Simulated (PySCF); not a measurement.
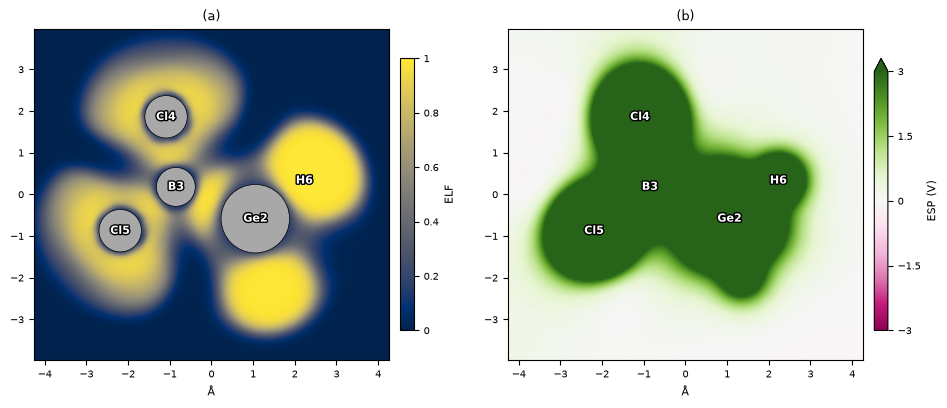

BCl2FGeH2 (SMILES [F][GeH2][B](Cl)Cl). (a) ELF; (b) molecular electrostatic potential on the plane of atoms Cl4, B3 and Cl5. Grey discs cover the atomic cores in the ELF map.

Geometry: GFN2-xTB.

The calculation used PBE0/def2-SVPD, SCF density, gas phase (PySCF).

Input file:

```
{"job": {"kind": "uv", "xc": "PBE0", "basis": "def2-SVPD", "nstates": 6, "ntriplets": 2}, "charge": 0, "multiplicity": 1}
F     -1.139111    -0.348341     1.625575
Ge    -0.856582     0.031805    -0.075703
B      1.194051     0.018888    -0.214338
Cl     2.054260     1.480564    -0.110434
Cl     2.025011    -1.454123    -0.364442
H     -1.600775     1.338047    -0.174849
H     -1.673521    -1.061936    -0.712887
```

Run with:

```sh
OMP_NUM_THREADS=1 python probes_run.py task.json out
```

Interpret the plot.

Answer.
- Atoms in the plane: Ge, B, Cl and H.
- B–Cl (1.70 Å): the ELF peaks at about 0.90 between the atoms: a short, strongly polar bond.
- Ge–B (2.06 Å): the ELF peaks at about 1 in the valence shell of B, 0.8 Å from its nucleus, and is about 0.85 at the midpoint.
- Ge–H (1.51 Å): the ELF climbs to about 1 towards the hydrogen.
- The ELF also peaks beside Cl5 and Cl4, away from the bonds: lone-pair regions.
- The potential has no marked negative region in this plane.
